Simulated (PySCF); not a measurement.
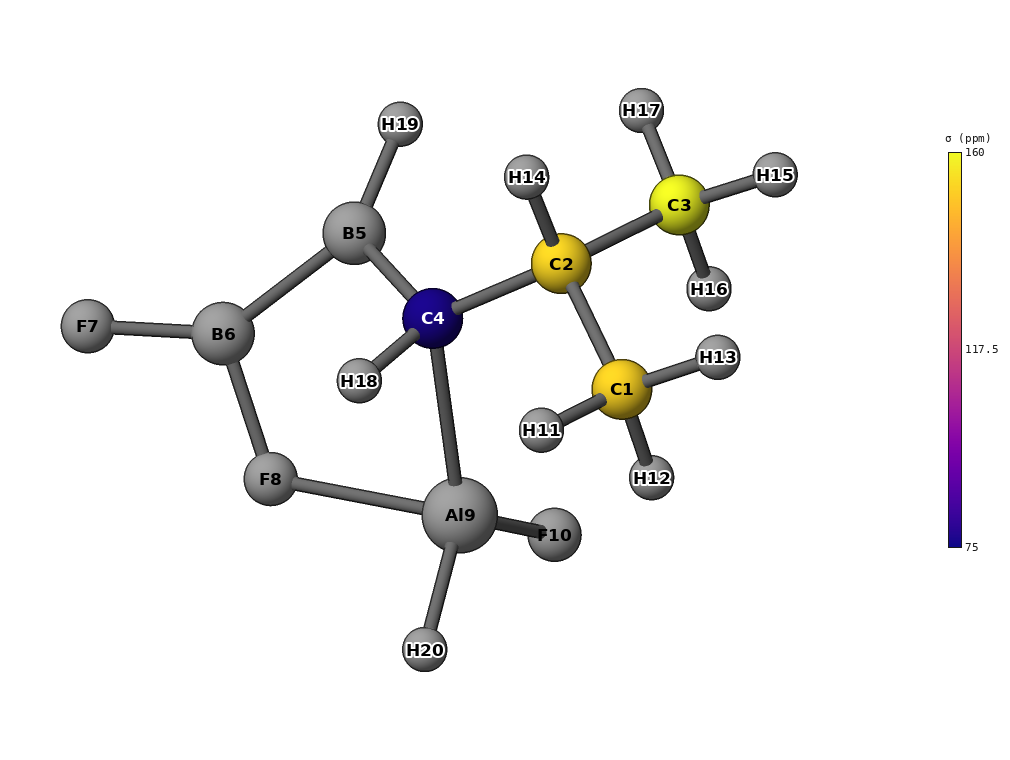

Atoms are coloured by their isotropic NMR shieldings (C only, the others grey). Computed geometry: GFN2-xTB optimisation. No frequency run is at hand to confirm it as a minimum. Properties computed with GIAO PBE0/pcSseg-1 NMR shielding, non-relativistic, gas phase (PySCF 2.14.0).

List the isotropic NMR shieldings of the C atoms.

```csv
atom,σ (ppm)
C1,152.6
C2,153.3
C3,159.6
C4,76.8
```

The geometry is semi-empirical. Around Al, B such bond lengths and angles can be off by a tenth of an ångström or more and by several degrees, and values that hang on the shape move with them.
